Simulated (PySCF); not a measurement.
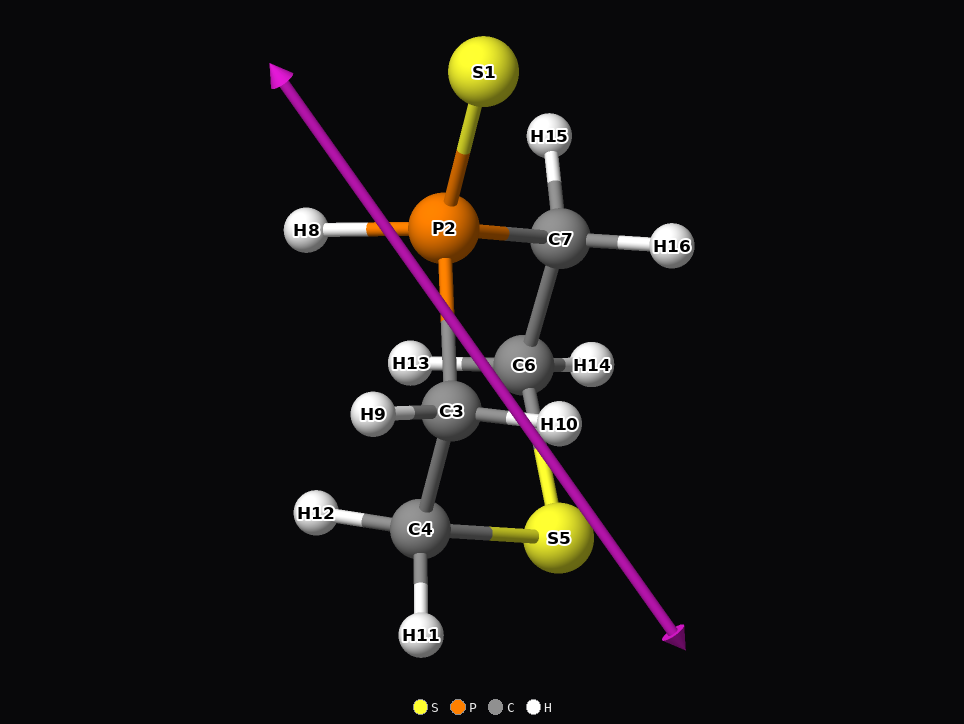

The double arrow shows the direction of the transition dipole to excited singlet state 5 (its length means nothing). Computed geometry: GFN2-xTB optimisation. No frequency run is at hand to confirm it as a minimum. Level of theory: TDDFT CAM-B3LYP/def2-SVPD, vertical, gas phase, core orbitals frozen in the response (PySCF 2.14.0).

Question: Give its energy, strength and character.

Answer: 6.21 eV (200 nm), oscillator strength 0.037, of mixed character, with the largest part HOMO−1 → LUMO+2 (weight 0.28); transition dipole 1.26 D.

The geometry is semi-empirical. Around P such bond lengths and angles can be off by a tenth of an ångström or more and by several degrees, and values that hang on the shape move with them.
